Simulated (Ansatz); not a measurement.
**One shape, several levels: CHClFGeN (SMILES N#[C][GeH]([F])[Cl])**

Aim: a comparison of 6 runs (HF/3-21G, HSE06/cc-pVDZ, PBE/cc-pVDZ, PBE0/cc-pVDZ, r2SCAN0/cc-pVDZ, BCCD(T)/cc-pVDZ) of CHClFGeN. 

The calculation is run with Ansatz 0.2.0.

154 further runs of the same task are left out: 1 that didn't finish, 153 set aside as unsound or not needed.

**1. Starting point**

CHClFGeN: 6 atoms, total charge 0, spin state singlet. SMILES: `N#[C][GeH]([F])[Cl]`. The Ge3–F4 distance was set to 3.092 Å, away from the relaxed value. At this shape a bond of the SMILES string is far longer than usual.

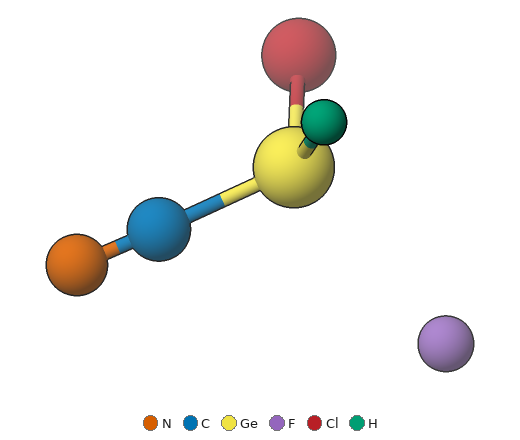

The structure, seen from a chosen angle (nitrogen orange, carbon blue, germanium yellow, fluorine purple, chlorine red, hydrogen teal).

**2. A single-point energy at HF/3-21G (run 1)**

molecule.yaml

```yaml
crystal:
  periodic: [false, false, false]
  atoms:
    - {symbol: N, position_ang: [-2.363995, -2.127723, 0.338134]}
    - {symbol: C, position_ang: [-1.871095, -1.088023, 0.347534]}
    - {symbol: Ge, position_ang: [-1.089995, 0.657177, 0.415134]}
    - {symbol: F, position_ang: [1.896000, 0.253800, -0.276600]}
    - {symbol: Cl, position_ang: [-1.954695, 1.827377, -1.116466]}
    - {symbol: H, position_ang: [-1.209795, 1.309677, 1.783234]}
basis:
  gaussian: {orbitals: 3-21G-spherical.json}
hamiltonian: {xc: hf}
accuracy: high
output: {orbitals: {seedname: orbitals}}
```

The basis set 3-21G is read from a file made from the Basis Set Exchange's data (not shown).

Launch:

```
$ ansatz run molecule.yaml --threads 1 --pin off --max-ram 3480MiB --events-out events.jsonl --progress --plain --runs-dir runs
```

What it wrote:

```text
Warning: RAYON_NUM_THREADS=1 ignored (pool sized by the plan → 1); use --threads N
Functional definition: HF
  name "HF"
  exchange = exact_x
  correlation = 0
1235 factors; integrals over basis functions are off by at most 1.6e-8 eV
mean field evaluation 1: about -73838.5170 eV, gradient 4.9e1 eV
mean field evaluation 2: about -73838.7657 eV, gradient 5.0e1 eV
mean field evaluation 4: about -73845.1161 eV, gradient 1.1e1 eV
mean field evaluation 8: about -73845.5365 eV, gradient 1.5e0 eV
mean field evaluation 16: about -73845.5552 eV, gradient 8.8e-6 eV
mean field -73845.55523684 eV, -2713.7741006388 hartree, gradient 1.5e-8 eV, S^2 0.000000; 0 other end points of the search recorded, 0 dependent functions left out
reference -73845.55523684 eV, -2713.7741006388 hartree; 36, 36 occupied and 28, 28 virtual orbitals, 1235 factors
Total energy: -73845.55523684 eV, -2713.7741006388 hartree
```

Run time: 1.4 s. Hardware: 1 thread of Arm Neoverse V1, shared host; peak memory 0.15 GiB.

**3. A single-point energy at HSE06/cc-pVDZ (run 2)**

job.yaml

```yaml
basis:
  gaussian:
    orbitals: cc-pVDZ
crystal:
  periodic: [false, false, false]
  atoms:
    - {symbol: "N", position_ang: [-2.363995, -2.127723, 0.338134]}
    - {symbol: C, position_ang: [-1.871095, -1.088023, 0.347534]}
    - {symbol: Ge, position_ang: [-1.089995, 0.657177, 0.415134]}
    - {symbol: F, position_ang: [1.896000, 0.253800, -0.276600]}
    - {symbol: Cl, position_ang: [-1.954695, 1.827377, -1.116466]}
    - {symbol: H, position_ang: [-1.209795, 1.309677, 1.783234]}
hamiltonian:
  xc: {name: HSE06}
accuracy: high
output: {orbitals: {seedname: orbitals}}
```

Launch:

```
$ ansatz run job.yaml --threads 1 --pin off --max-ram 3480MiB --events-out events.jsonl --progress --plain --runs-dir runs
```

What it wrote:

```text
Warning: RAYON_NUM_THREADS=1 ignored (pool sized by the plan → 1); use --threads N
Functional definition: HSE06
  name "HSE06"
  parameter a = 0.25
  parameter omega = 0.11/bohr
  exchange = pbe_x - a*pbe_x_sr(omega) + a*exact_x_sr(omega)
  correlation = pbe_c
1950 factors; integrals over basis functions are off by at most 8.4e-9 eV
103 factors; integrals over basis functions are off by at most 1.0e-9 eV
mean field evaluation 1: about -74270.2929 eV, gradient 6.1e1 eV
mean field evaluation 2: about -73929.9953 eV, gradient 1.9e2 eV
mean field evaluation 4: about -74274.5667 eV, gradient 4.0e1 eV
mean field evaluation 8: about -74274.6878 eV, gradient 4.0e1 eV
mean field evaluation 16: about -74279.7774 eV, gradient 7.1e-9 eV
mean field -74279.77743969 eV, -2729.7314722672 hartree, gradient 2.7e-8 eV, S^2 0.000000; 0 other end points of the search recorded, 0 dependent functions left out
reference -74279.77744261 eV, -2729.7314723742 hartree; 36, 36 occupied and 56, 56 virtual orbitals, 1950 factors
Total energy: -74279.77744261 eV, -2729.7314723742 hartree
```

Wall time 14 s (1 thread of Arm Neoverse V1, shared host); peak memory 0.36 GiB.

Run 3 isn't shown in full; the table further down has it.

**4. A single-point energy at PBE0/cc-pVDZ (run 4)**

input.yaml

```yaml
crystal:
  periodic: [false, false, false]
  atoms:
    - symbol: N
      position_ang: [-2.363995, -2.127723, 0.338134]
    - symbol: C
      position_ang: [-1.871095, -1.088023, 0.347534]
    - symbol: Ge
      position_ang: [-1.089995, 0.657177, 0.415134]
    - symbol: F
      position_ang: [1.896000, 0.253800, -0.276600]
    - symbol: Cl
      position_ang: [-1.954695, 1.827377, -1.116466]
    - symbol: H
      position_ang: [-1.209795, 1.309677, 1.783234]
basis:
  gaussian:
    orbitals: cc-pVDZ
hamiltonian:
  xc: pbe0
accuracy: high
output: {orbitals: {seedname: orbitals}}
```

Launch:

```
$ ansatz run input.yaml --threads 1 --pin off --max-ram 3480MiB --events-out events.jsonl --progress --plain --runs-dir runs
```

What it wrote:

```text
Warning: RAYON_NUM_THREADS=1 ignored (pool sized by the plan → 1); use --threads N
Functional definition: PBE0
  name "PBE0"
[... 1 set-up line as earlier in the session ...]
  parameter kappa = 0.804
  parameter beta = 0.06672455060314922
  exchange = (1 - a)*pbe_x(kappa = kappa, mu = beta*pi^2/3) + a*exact_x
  correlation = pbe_c(beta = beta)
1950 factors; integrals over basis functions are off by at most 8.4e-9 eV
mean field evaluation 1: about -74270.6926 eV, gradient 6.1e1 eV
mean field evaluation 2: about -73932.4097 eV, gradient 1.9e2 eV
mean field evaluation 4: about -74275.0323 eV, gradient 4.0e1 eV
mean field evaluation 8: about -74275.4200 eV, gradient 4.3e1 eV
mean field evaluation 16: about -74280.1668 eV, gradient 7.1e-6 eV
mean field -74280.16681040 eV, -2729.7457813768 hartree, gradient 5.8e-8 eV, S^2 0.000000; 0 other end points of the search recorded, 0 dependent functions left out
reference -74280.16681259 eV, -2729.7457814571 hartree; 36, 36 occupied and 56, 56 virtual orbitals, 1950 factors
Total energy: -74280.16681259 eV, -2729.7457814571 hartree
```

Run time: 12 s. Hardware: 1 thread of Arm Neoverse V1, shared host; peak memory 0.35 GiB.

Run 5 isn't shown in full; the table further down has it.

**5. The energy at BCCD(T)/cc-pVDZ (run 6)**

Changes to job.yaml since step 3:

```diff
@@ -1,4 +1 @@
-basis:
-  gaussian:
-    orbitals: cc-pVDZ
 crystal:
@@ -12,5 +9,10 @@
     - {symbol: H, position_ang: [-1.209795, 1.309677, 1.783234]}
-hamiltonian:
-  xc: {name: HSE06}
+basis:
+  gaussian:
+    orbitals: cc-pVDZ
+correlation:
+  method: bccd_t
+  frozen_orbitals: {C: 1, Cl: 5, F: 1, Ge: 9, H: 0, "N": 1}
 accuracy: high
-output: {orbitals: {seedname: orbitals}}
+scf:
+  omitted_lower_state_checks: [cluster_reference, increment]
```

Launch:

```
$ ansatz run job.yaml --threads 1 --pin off --max-ram 3480MiB --events-out events.jsonl --progress --plain --runs-dir runs
```

What it wrote:

```text
Warning: RAYON_NUM_THREADS=1 ignored (pool sized by the plan → 1); use --threads N
[... 12 lines left out ...]
17 core orbitals not correlated: weight in the atoms' cores, before any rotation towards them, 1.000 or more for the frozen orbitals, at most 0.000 for the correlated occupied ones
[... 41 lines left out ...]
WARN: these amplitudes may be one of several solutions (largest doubles amplitude 0.31, level shift 0.45 eV)
Total energy: -74228.35568079 eV, -2727.8417574825 hartree
Checks for a lower state left out: cluster_reference, increment
```

Wall time 71 s (1 thread of Arm Neoverse V1, shared host); peak memory 0.69 GiB.

**6. The series**

```csv
run,level,frozen core orbitals,energy (Eh),HOMO energy (eV),LUMO energy (eV),HOMO–LUMO gap (eV),wall time
1,HF/3-21G,–,-2713.774101,-10.25,-2.18,8.07,1.4 s
2,HSE06/cc-pVDZ,–,-2729.731472,-7.73,-5.62,2.12,14 s
3,PBE/cc-pVDZ,–,-2729.675859,-6.05,-5.78,0.28,8.4 s
4,PBE0/cc-pVDZ,–,-2729.745781,-8.14,-5.26,2.88,12 s
5,r2SCAN0/cc-pVDZ,–,-2730.170965,-8.48,-5.35,3.12,27 s
6,BCCD(T)/cc-pVDZ,17,-2727.841757,–,–,–,71 s
```

**7. Summary of results**

```
                                           quantity           value
                                run 6: total energy  -2727.84176 Eh
run 6: correlation energy (17 core orbitals frozen)      -798.7 mEh
                              run 6: (T) correction      -38.36 mEh
```

In words: Over runs 1, 2, 3, 4, 5 the HOMO–LUMO gap runs from 0.28 eV (PBE/cc-pVDZ) to 8.07 eV (HF/3-21G). The two ends differ in method and basis. Totals of different functionals can't be ranked against each other. In run 6 the log says that unrestricted orbitals would lower the reference, so the values rest on an unstable closed-shell determinant (other closed-shell runs at this shape may share the fault). In runs 1, 2, 3, 4, 5 a closed-shell determinant meets a far-stretched bond, which it describes badly. All runs together took 2.2 min, the longest 71 s.
